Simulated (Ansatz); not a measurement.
Process, species as SMILES: ClCl (Cl2) → 2 Cl atom
B3LYP-D3(BJ)/def2-TZVP geometries, fixed; electronic energies without zero-point terms.

Basis-set convergence of the bond dissociation energy at PBE with Ansatz (a first-principles code). Cartesian d functions, on some or all atoms, in 6-31G**, 6-31+G*, 6-311+G**; all else is spherical. The program fits the integrals of some runs and decomposes those of others, by size. Open shells are unrestricted. No added dispersion term, no relativity. Functions are those of the species that has most. Reference: the value in aug-cc-pV(5+d)Z, 65.92 kcal/mol, itself unsure by roughly 0.08 kcal/mol (its mean distance from pcseg-4, aug-pcseg-3, aug-cc-pV(Q+d)Z). Deviations are taken from unrounded values.

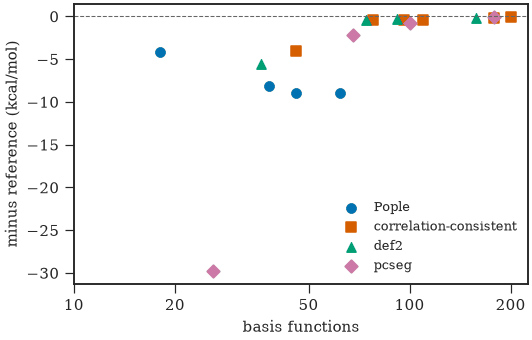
*Deviation from the reference against the number of basis functions, by family of sets.*

```csv
basis,functions,bond dissociation energy (kcal/mol),minus reference (kcal/mol)
STO-3G,18,61.79,-4.13
pcseg-0,26,36.13,-29.79
def2-SVP,36,60.32,-5.60
6-31G**,38,57.82,-8.09
6-31+G*,46,56.92,-8.99
cc-pV(D+d)Z,46,61.83,-4.08
6-311+G**,62,56.93,-8.99
pcseg-2,68,63.72,-2.20
def2-TZVP,74,65.48,-0.44
cc-pV(T+d)Z,78,65.47,-0.45
def2-TZVPD,92,65.63,-0.28
jun-cc-pV(T+d)Z,96,65.45,-0.47
aug-pcseg-2,100,65.12,-0.80
aug-cc-pV(T+d)Z,110,65.52,-0.40
def2-QZVPPD,158,65.72,-0.20
aug-cc-pV(Q+d)Z,178,65.76,-0.16
aug-pcseg-3,178,65.89,-0.03
cc-pV(5+d)Z,200,65.88,-0.04
```
